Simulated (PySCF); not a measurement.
# BiSe₂: relaxation and vibrations of the doublet

The task is one start of a wider search on BiSe₂: the doublet, from a side-on start. It is relaxed, tested by its Hessian and followed downhill if it is a saddle.

Computed with PySCF 2.14.0. Level: PBE0, basis Bi def2-SVP with ECP60, Se def2-SVP, scalar-relativistic core potentials, no spin–orbit coupling, density fitting.

### 1 Where the work starts

3 atoms, charge 0, spin multiplicity 2.

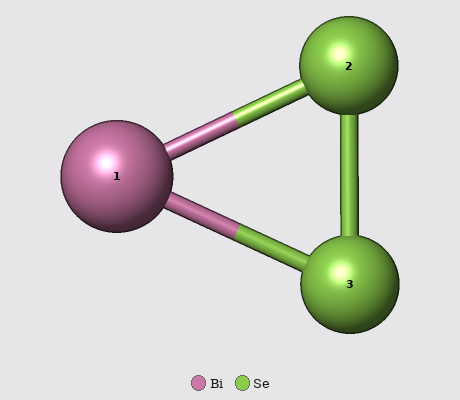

As it starts; bismuth pink, selenium green; atoms are numbered from 1 in the order of the file.

```xyz
3
charge 0 multiplicity 2
Bi    0.0000    0.0000    0.0000
Se    1.1700    0.0000    2.4888
Se   -1.1700    0.0000    2.4888
```

### 2 The SCF at the typed geometry

One driver script runs all steps and calls PySCF; scf.py shows how it sets up the SCF of each step. The optimiser is the driver's own. After this first run the driver tries any further starts and a stability analysis.

scf.py

```python
from pyscf import gto, scf, dft
mol = gto.M(atom='''
Bi     0.000000     0.000000     0.000000
Se     1.170000     0.000000     2.488800
Se    -1.170000     0.000000     2.488800''',
    basis={'Bi': 'def2-SVP', 'Se': 'def2-SVP'},
    ecp={'Bi': 'def2-SVP'},
    charge=0, spin=1)
mf = dft.UKS(mol, xc='PBE0')
mf.grids.atom_grid = (50, 194)
aux = {'Bi': 'def2-universal-JKFIT', 'Se': 'def2-universal-JKFIT'}
mf = mf.density_fit(auxbasis=aux)
mf.conv_tol = 1e-08
mf.diis_space = 10
mf.max_cycle = 60
mf.init_guess = 'minao'
mf.verbose = 4
mf.kernel()
```

Started as:

```console
$ OMP_NUM_THREADS=2 python axn.py task.json out
```

Further steps of the session: Relaxing the doublet from the side-on start; Hessian and properties.

**Question.** What will these runs give? Wanted: minimum; geometry; wavenumbers; dipole moment; highest occupied, lowest empty level; polar-tensor charge of Bi1; zero-point energy; atomisation energy; ⟨S²⟩.

The runs gave:

| quantity | value |
| --- | --- |
| minimum | doublet, C2v |
| geometry | Bi–Se 2.642 Å (×2), Se–Se 2.405 Å; Bi–Se–Se 62.9° (×2), Se–Bi–Se 54.1° |
| wavenumbers (cm⁻¹) | 185 (b2), 198 (a1), 297 (a1) |
| dipole moment | 3.28 D |
| highest occupied, lowest empty level (either spin) | -5.71, -3.01 eV |
| polar-tensor charge of Bi1 | +0.51 e |
| zero-point energy | 4.1 kJ/mol |
| entropy at 298.15 K | 331.5 J/(mol K) |
| atomisation energy (no zero-point energy) | 535 kJ/mol |
| ⟨S²⟩ | 0.756 |

The molecule stays C2v, as typed, and the end point is a minimum. The strongest infrared band lies at 185 cm⁻¹ (b2). Most of the spin sits on Bi1 (Mulliken spin 0.99, against 1 for the whole molecule). Other starts or spin states, not run here, may lie lower. Spin–orbit coupling, left out here, can matter for elements this heavy.
